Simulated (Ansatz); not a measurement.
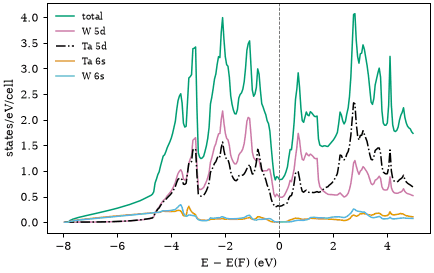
Figure: Total and projected density of states of TaW (rock salt, space group No. 225), PBE in the plane-wave PAW code Ansatz

**Question.** Which orbitals carry the states next to the Fermi level?

**Answer.** Within 0.5 eV of the Fermi level: W 5d 57 %, Ta 5d 36 %. Projections are on Löwdin-orthogonalised atomic valence shells; empty p or d shells of many metals are not among them.

**Question.** Where is the tallest occupied peak in this window, and what makes it?

**Answer.** Near -2.1 eV, about 4.0 states/eV per cell; the largest projected share is W 5d.

Space group Fm-3m (rock salt). The start of the workflow was typed in or built on a structure type; neither database checked (COD, Materials Project) lists it. Whether it is the stable phase at ambient conditions was not checked. The cell was relaxed with PBE under the symmetry of its start; whether a distortion lowers the energy is not shown. The run is not spin-polarised. Its formation energy is positive at this level, so the cell may be metastable or incomplete. Spin–orbit coupling is left out wherever it is not named.

Potentials: the later of the program's two PAW sets.
